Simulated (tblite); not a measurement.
C₃H₁₀Cl₂Ga₂O: geometry relaxation (part 2 of 2)

Continued. System: C₃H₁₀Cl₂Ga₂O, SMILES CC(C)[O][GaH-]1[Cl+][GaH2-][Cl+]1. Method: GFN2-xTB geometry optimisation, gas phase (tblite 0.8.0). It belongs to a series of runs on one base structure; here: H on Ga replaced by OiPr.

Geometry of the input (Å):
```
C  -1.7734  0.6848  1.1586
C  -1.3266  -0.2536  0.0590
C  -2.2303  -0.0599  -1.1207
O  -0.0116  0.1541  -0.2349
Ga 1.2177  -1.1554  0.0661
Cl 2.8048  -0.9742  -1.4637
Ga 3.7025  0.5803  -0.1760
Cl 2.7165  -0.4336  1.5216
H  -0.8891  0.8285  1.8336
H  -2.0595  1.6648  0.7228
H  -2.6301  0.2667  1.7387
H  -1.3034  -1.2997  0.4153
H  -2.1982  -0.9343  -1.8021
H  -1.8213  0.8373  -1.6786
H  -3.2638  0.1629  -0.7482
H  0.6589  -2.6289  0.3237
H  3.0880  2.0322  -0.5244
H  5.3101  0.5342  -0.1025
```

## Trajectory as extended XYZ, continued
```
18
Properties=species:S:1:pos:R:3:forces:R:3 step=94 energy=-742.77214
C    -1.6229    0.6994    1.1854    0.0060   0.0470  -0.0010
C    -1.7207   -0.5107    0.2621    0.0170   0.0260   0.0230
C    -2.0649   -0.0876   -1.1621    0.0120  -0.0030   0.0190
O    -0.5044   -1.2395    0.2664    0.0240   0.0200  -0.0080
Ga    1.1928   -1.3048    0.0875    0.0070  -0.0330   0.0050
Cl    2.2345   -0.2170   -1.6705    0.0230   0.0020   0.0160
Ga    3.6363    0.8876   -0.2610   -0.0760   0.0030  -0.0050
Cl    2.5044   -0.0092    1.4869    0.0040  -0.0080  -0.0070
H    -1.2848    0.3893    2.1724    0.0200  -0.0400   0.0020
H    -0.9069    1.4119    0.7754    0.0440  -0.0040  -0.0040
H    -2.5900    1.1854    1.2826   -0.0220  -0.0040  -0.0170
H    -2.4923   -1.1961    0.6396   -0.0030  -0.0090   0.0040
H    -2.1890   -0.9707   -1.7843    0.0010   0.0130  -0.0300
H    -1.2468    0.5121   -1.5640   -0.0160   0.0050   0.0010
H    -2.9811    0.4971   -1.1753    0.0000  -0.0230  -0.0090
H     1.6129   -2.7626    0.1366   -0.0070   0.0220   0.0120
H     3.3402    2.4069   -0.3519   -0.0060   0.0050   0.0050
H     5.0739    0.3149   -0.3375   -0.0280  -0.0170  -0.0040
18
Properties=species:S:1:pos:R:3:forces:R:3 step=110 energy=-742.78282
C    -1.5519    0.7116    1.1724    0.0410   0.0350   0.0390
C    -1.6931   -0.5002    0.2568    0.0470   0.0410   0.0010
C    -1.9974   -0.0715   -1.1754   -0.0230   0.0520   0.0060
O    -0.5087   -1.2805    0.2899   -0.0340   0.0010  -0.0190
Ga    1.1856   -1.3822    0.1316    0.0100   0.0120  -0.0510
Cl    2.1597   -0.2711   -1.6629   -0.0320  -0.0190   0.0350
Ga    3.4832    0.9154   -0.2676    0.0180  -0.0040   0.0110
Cl    2.4902   -0.0788    1.5110    0.0000   0.0160  -0.0010
H    -1.2312    0.3849    2.1607    0.0030  -0.0110   0.0070
H    -0.8003    1.3920    0.7678    0.0120  -0.0310  -0.0080
H    -2.4967    1.2403    1.2662   -0.0190  -0.0090  -0.0310
H    -2.5009   -1.1469    0.6304    0.0180   0.0090  -0.0320
H    -2.1066   -0.9484   -1.8097    0.0260   0.0100  -0.0010
H    -1.1845    0.5481   -1.5620   -0.0080  -0.0860   0.0630
H    -2.9168    0.5062   -1.2007   -0.0540  -0.0050  -0.0220
H     1.6051   -2.8360    0.1855    0.0060  -0.0020   0.0000
H     3.1190    2.4247   -0.2912   -0.0150  -0.0350  -0.0100
H     4.9365    0.3988   -0.4145    0.0020   0.0270   0.0130
18
Properties=species:S:1:pos:R:3:forces:R:3 step=126 energy=-742.79174
C    -1.4382    0.7218    1.1658    0.0020  -0.0230   0.0280
C    -1.6661   -0.4846    0.2608   -0.0430   0.0160   0.0270
C    -1.9091   -0.0510   -1.1808    0.0110  -0.0040   0.0140
O    -0.5512   -1.3588    0.3208    0.0040  -0.0090  -0.0100
Ga    1.1438   -1.4727    0.1421    0.0220  -0.0080   0.0000
Cl    2.0538   -0.3330   -1.6505   -0.0020  -0.0370  -0.0230
Ga    3.2901    0.9394   -0.2603    0.0090   0.0280   0.0210
Cl    2.4492   -0.1623    1.5284    0.0110   0.0090  -0.0240
H    -1.2207    0.3764    2.1752    0.0160   0.0240   0.0180
H    -0.5871    1.2967    0.7967    0.0390   0.0030  -0.0160
H    -2.3161    1.3616    1.1888   -0.0250  -0.0090  -0.0130
H    -2.5267   -1.0602    0.6301   -0.0290   0.0020  -0.0280
H    -2.0182   -0.9276   -1.8154   -0.0180  -0.0100   0.0020
H    -1.0501    0.5239   -1.5268    0.0150   0.0310  -0.0280
H    -2.8035    0.5617   -1.2542   -0.0110  -0.0110   0.0130
H     1.5966   -2.9158    0.1998   -0.0060  -0.0110  -0.0070
H     2.7623    2.3971   -0.2616   -0.0140   0.0110   0.0000
H     4.7823    0.5935   -0.4705    0.0220   0.0000   0.0240
18
Properties=species:S:1:pos:R:3:forces:R:3 step=142 energy=-742.79714
C    -1.3562    0.7360    1.1603    0.0040  -0.0070   0.0000
C    -1.6364   -0.4638    0.2611   -0.0130   0.0090   0.0040
C    -1.8651   -0.0228   -1.1812   -0.0040  -0.0010   0.0040
O    -0.5592   -1.3859    0.3207    0.0010  -0.0070  -0.0020
Ga    1.1330   -1.5576    0.1443    0.0160   0.0050  -0.0060
Cl    2.0823   -0.4560   -1.6546    0.0000  -0.0030  -0.0030
Ga    3.1568    0.9590   -0.2553   -0.0020  -0.0060   0.0010
Cl    2.4467   -0.2434    1.5206   -0.0130   0.0050   0.0090
H    -1.1743    0.3986    2.1795    0.0120  -0.0030   0.0000
H    -0.4665    1.2562    0.7962    0.0120   0.0110  -0.0040
H    -2.1983    1.4230    1.1563   -0.0070  -0.0010  -0.0040
H    -2.5231   -1.0008    0.6275   -0.0070  -0.0020  -0.0030
H    -1.9605   -0.8997   -1.8184   -0.0050   0.0010  -0.0060
H    -1.0118    0.5668   -1.5201   -0.0070  -0.0090  -0.0040
H    -2.7691    0.5756   -1.2601    0.0100   0.0050   0.0100
H     1.5531   -3.0097    0.2102   -0.0020  -0.0050   0.0020
H     2.4555    2.3435   -0.2722    0.0020   0.0030   0.0010
H     4.6844    0.7873   -0.4266    0.0020   0.0050   0.0010
18
Properties=species:S:1:pos:R:3:forces:R:3 step=157 energy=-742.79850
C    -1.3363    0.7329    1.1526    0.0020   0.0020  -0.0190
C    -1.6331   -0.4658    0.2569    0.0080  -0.0110  -0.0120
C    -1.8757   -0.0217   -1.1819    0.0040  -0.0020   0.0080
O    -0.5606   -1.3951    0.3021    0.0030   0.0080   0.0020
Ga    1.1351   -1.5637    0.1362   -0.0160   0.0020   0.0100
Cl    2.1147   -0.4732   -1.6527   -0.0150   0.0010   0.0080
Ga    3.1458    0.9660   -0.2419    0.0180  -0.0180  -0.0110
Cl    2.4113   -0.2272    1.5288    0.0040  -0.0080   0.0050
H    -1.1242    0.3911    2.1641   -0.0020   0.0010   0.0190
H    -0.4605    1.2643    0.7699    0.0000  -0.0080  -0.0140
H    -2.1850    1.4123    1.1716    0.0100  -0.0060   0.0130
H    -2.5199   -0.9961    0.6337    0.0100  -0.0060  -0.0030
H    -2.0131   -0.8932   -1.8191   -0.0050   0.0070   0.0150
H    -1.0085    0.5379   -1.5360   -0.0120   0.0030  -0.0140
H    -2.7595    0.6078   -1.2394    0.0010   0.0090  -0.0140
H     1.5499   -3.0172    0.2199    0.0060   0.0090  -0.0020
H     2.4328    2.3440   -0.2757    0.0030   0.0050  -0.0040
H     4.6779    0.8031   -0.4006   -0.0190   0.0120   0.0140
18
Properties=species:S:1:pos:R:3:forces:R:3 step=173 energy=-742.79991
C    -1.2893    0.7278    1.1381   -0.0010   0.0030  -0.0020
C    -1.6253   -0.4642    0.2476    0.0040   0.0020  -0.0050
C    -1.8809   -0.0149   -1.1875    0.0000   0.0030  -0.0010
O    -0.5701   -1.4136    0.2795   -0.0030  -0.0010   0.0000
Ga    1.1289   -1.5793    0.1497    0.0030  -0.0070   0.0000
Cl    2.1109   -0.4923   -1.6397    0.0010   0.0020   0.0000
Ga    3.1009    0.9718   -0.2291   -0.0030   0.0030   0.0050
Cl    2.3910   -0.2342    1.5453    0.0010  -0.0020  -0.0010
H    -1.0495    0.3796    2.1422    0.0000   0.0000   0.0010
H    -0.4200    1.2510    0.7283   -0.0020  -0.0030  -0.0030
H    -2.1285    1.4165    1.1892   -0.0030   0.0050  -0.0020
H    -2.5164   -0.9779    0.6367    0.0040   0.0030   0.0030
H    -2.0639   -0.8823   -1.8180    0.0010  -0.0010   0.0040
H    -1.0030    0.5128   -1.5637   -0.0070  -0.0060   0.0000
H    -2.7421    0.6468   -1.2306    0.0010  -0.0020   0.0010
H     1.5549   -3.0288    0.2381    0.0010   0.0020  -0.0030
H     2.3560    2.3334   -0.2810    0.0000  -0.0010   0.0040
H     4.6377    0.8540   -0.3567    0.0040  -0.0010  -0.0020
```

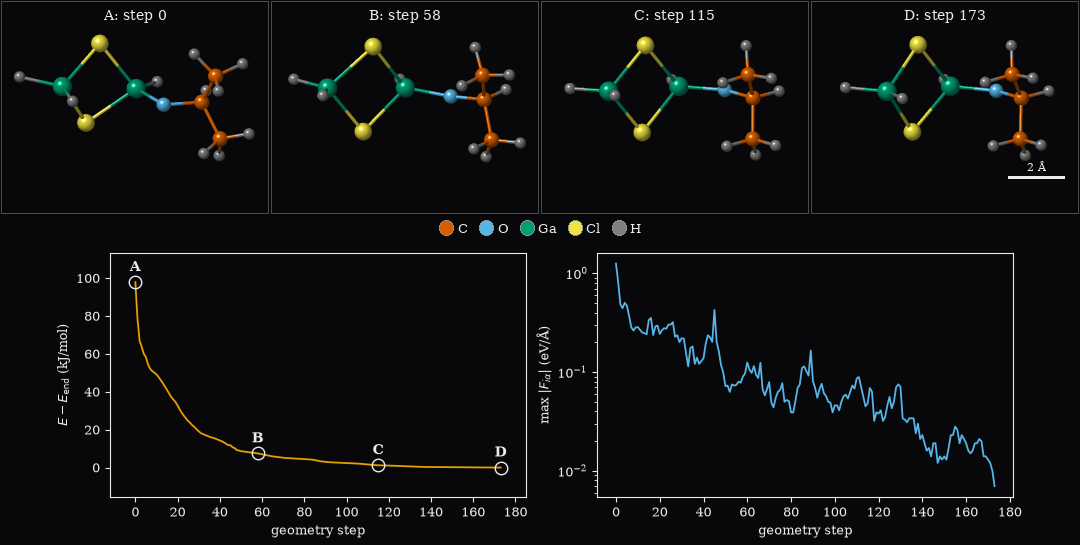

*Frames of the relaxation (ball-and-stick view, seen at a tilt) above the curves, on which the letters mark them (steps are counted from 0).*

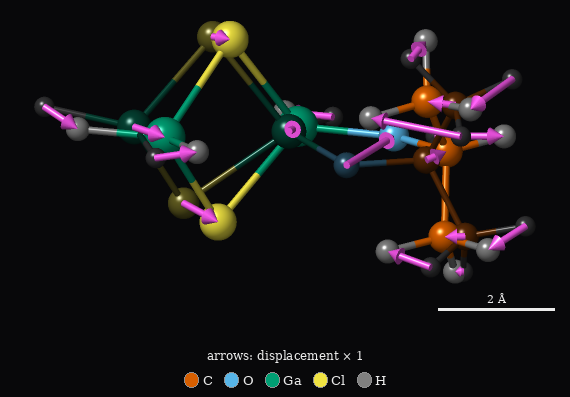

*Start (faint) and end (solid) with the displacements as pink arrows, at true length (ball-and-stick view, seen at a tilt). The two geometries are laid on each other by the best rigid fit.*

Over 173 geometry steps the energy falls by 97.9 kJ/mol. The largest force component goes from 1.3 to 0.007 eV/Å. O4 moves most after the best rigid fit: 1.74 Å. By element the largest moves are O 1.74 Å, H 1.70 Å, Cl 0.87 Å, Ga 0.71 Å, C 0.49 Å. Among the contacts that change: O4–Ga5 1.821 → 1.712 Å, Ga5–Cl6 2.212 → 2.313 Å, Ga5–H16 1.597 → 1.513 Å, Ga7–H17 1.615 → 1.553 Å. Among the angles that change: C2–O4–Ga5 112.8° → 143.2°, H17–Ga7–H18 114.6° → 122.7°, O4–Ga5–Cl6 108.1° → 115.8°. (Atoms are counted from 1 in the order of the input.)

## Summary

```csv
quantity,value
outcome,converged
total energy,−742.7999 eV
hardware,"1 CPU thread, shared host"
wall time,1.6 s
peak memory,0.18 GiB
```
